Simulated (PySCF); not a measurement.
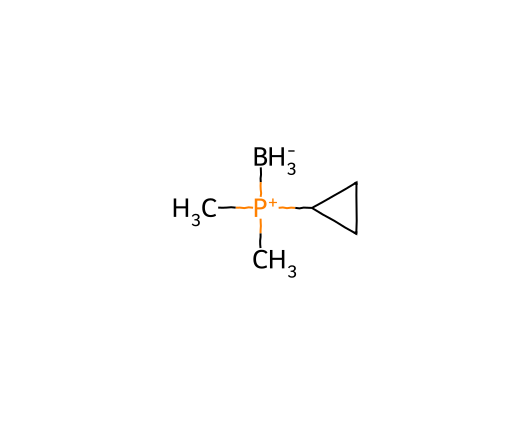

Write the SMILES.

[BH3-][P+](C)(C)C1CC1

What is the molecular formula?

C5H14BP.

The parts below concern this one geometry. Atoms keep their numbers from picture to picture. The computed structure is the end point of a PBE0-D3(BJ)/def2-SVP optimisation. No frequency run is at hand to confirm it as a minimum.

Geometry

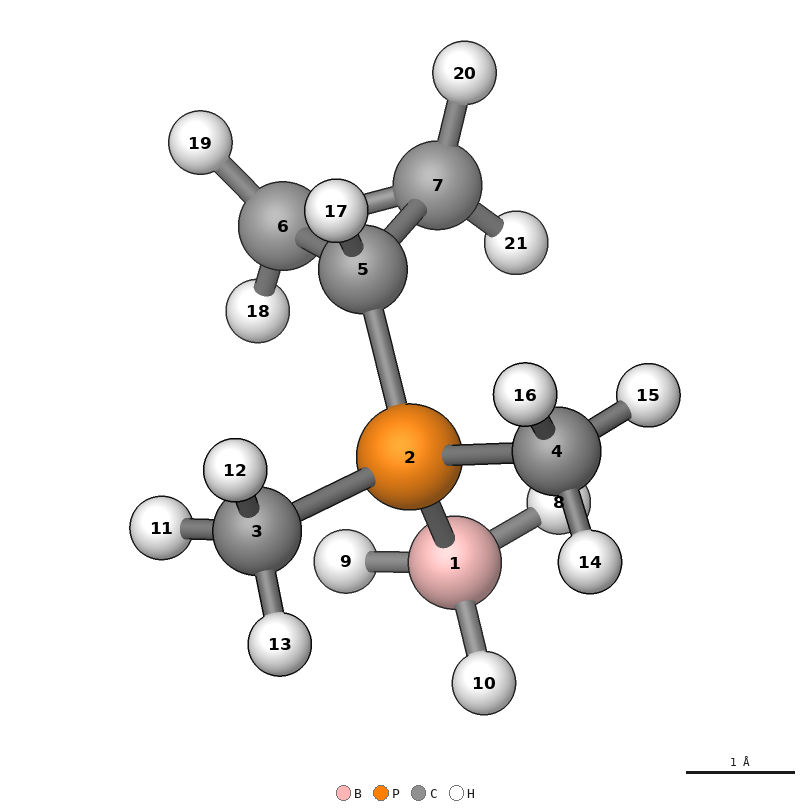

The atoms are numbered. No frequency run is at hand to confirm it as a minimum.

What is the geometry at C3?

C3 has 4 neighbours (P2 at 1.82, H11 at 1.10, H12 at 1.10, H13 at 1.10 Å); the arrangement is tetrahedral.

What is the geometry at B1?

B1 has 4 neighbours (P2 at 1.91, H8 at 1.23, H9 at 1.22, H10 at 1.23 Å); the arrangement is tetrahedral.

How are the neighbours of atom 4 arranged?

C4 has 4 neighbours (P2 at 1.82, H14 at 1.10, H15 at 1.10, H16 at 1.10 Å); the arrangement is tetrahedral.

How are the neighbours of atom 2 arranged?

P2 has 4 neighbours (B1 at 1.91, C3 at 1.82, C4 at 1.82, C5 at 1.81 Å); the arrangement is tetrahedral.

What is the dihedral angle C4–P2–C5–C7?

90° in size, that is about perpendicular.

NMR shielding

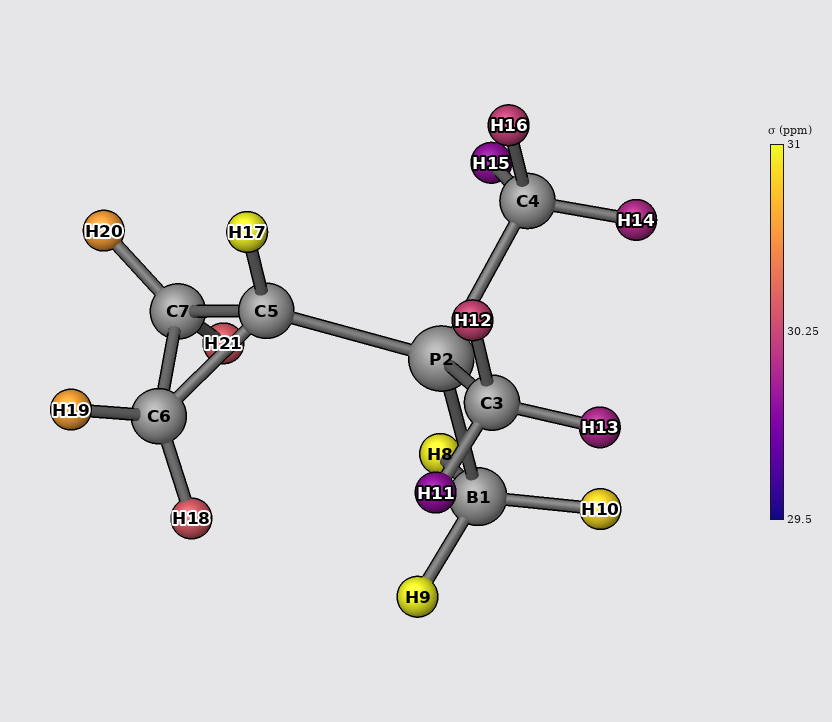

Atoms are coloured by their isotropic NMR shieldings (H only, the others grey). No frequency run is at hand to confirm it as a minimum. Method: GIAO KT3/pcSseg-1 NMR shielding, non-relativistic, gas phase (PySCF 2.14.0).

Give the isotropic NMR shieldings of the H atoms atom by atom.

```json
{"atom": "H8", "σ (ppm)": "30.97"}
{"atom": "H9", "σ (ppm)": "30.99"}
{"atom": "H10", "σ (ppm)": "30.90"}
{"atom": "H11", "σ (ppm)": "29.97"}
{"atom": "H12", "σ (ppm)": "30.25"}
{"atom": "H13", "σ (ppm)": "30.11"}
{"atom": "H14", "σ (ppm)": "30.12"}
{"atom": "H15", "σ (ppm)": "29.98"}
{"atom": "H16", "σ (ppm)": "30.24"}
{"atom": "H17", "σ (ppm)": "30.98"}
{"atom": "H18", "σ (ppm)": "30.36"}
{"atom": "H19", "σ (ppm)": "30.69"}
{"atom": "H20", "σ (ppm)": "30.68"}
{"atom": "H21", "σ (ppm)": "30.37"}
```

Electronic properties

No frequency run is at hand to confirm it as a minimum. Properties computed with PBE0/pcSseg-1 in dimethylsulfoxide (IEF-PCM) (PySCF 2.14.0).

What does the calculation give?

- dipole moment: 6.82 D
- HOMO energy (Kohn–Sham orbital): −8.15 eV
- LUMO energy (Kohn–Sham orbital): 1.41 eV
- HOMO–LUMO gap: 9.56 eV

Ring current

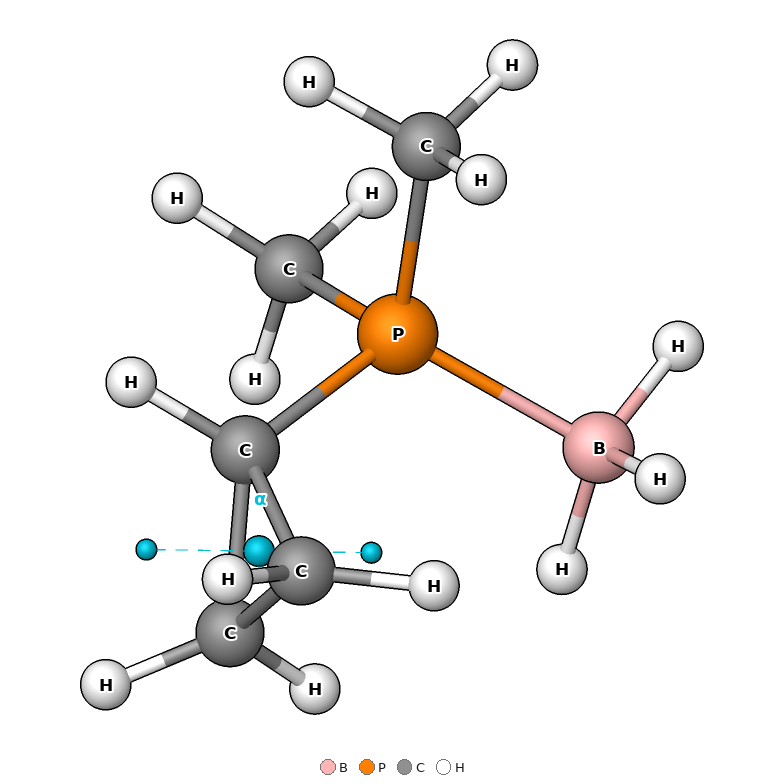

The small points mark where nucleus-independent chemical shifts (NICS) were computed: at the centre of each lettered ring and 1 Å above and below it. No frequency run is at hand to confirm it as a minimum. Properties computed with GIAO PBE0/pcSseg-1 NMR shielding, non-relativistic, IEF-PCM dimethylsulfoxide (PySCF 2.14.0).

Give NICS(0), NICS(1) and the out-of-plane component NICS(1)zz for each ring (means of the two sides).

```json
{"ring": "α", "members": "C3", "NICS(0)": "−44.9", "NICS(1)": "−9.0", "NICS(1)zz": "−24.9"}
```

Values in ppm.

Charges

The questions are on IAO charges. No frequency run is at hand to confirm it as a minimum. Properties computed with PBE0/pcSseg-1 in dimethylsulfoxide (IEF-PCM) (PySCF 2.14.0).

Which atom carries the highest charge (most positive or least negative)?

P2 (1.10 e).

And the lowest?

B1 (−0.70 e).

List the IAO charges.

```csv
atom,value (e)
B1,−0.70
P2,1.10
C3,−0.63
C4,−0.63
C5,−0.36
C6,−0.28
C7,−0.28
H8,−0.01
H9,−0.01
H10,−0.01
H11,0.17
H12,0.17
H13,0.17
H14,0.17
H15,0.17
H16,0.17
H17,0.17
H18,0.16
H19,0.16
H20,0.16
H21,0.16
```
